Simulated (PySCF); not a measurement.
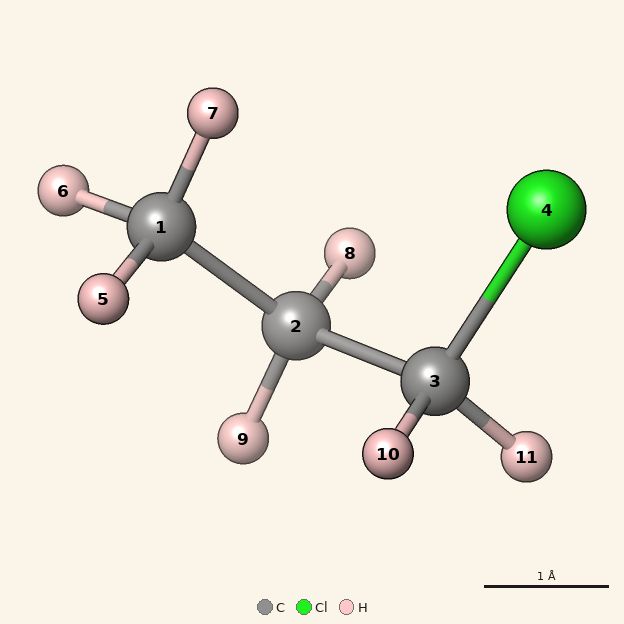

Orthographic view. Depth is shown by fading: the farther an atom, the more it takes the colour of the background. Computed geometry: PBE0-D3(BJ)/def2-SVP optimisation. No frequency run is at hand to confirm it as a minimum.

Write the connection table.

C1: C2, H5, H6, H7
C2: C1, C3, H8, H9
C3: C2, Cl4, H10, H11
Cl4: C3
H5: C1
H6: C1
H7: C1
H8: C2
H9: C2
H10: C3
H11: C3
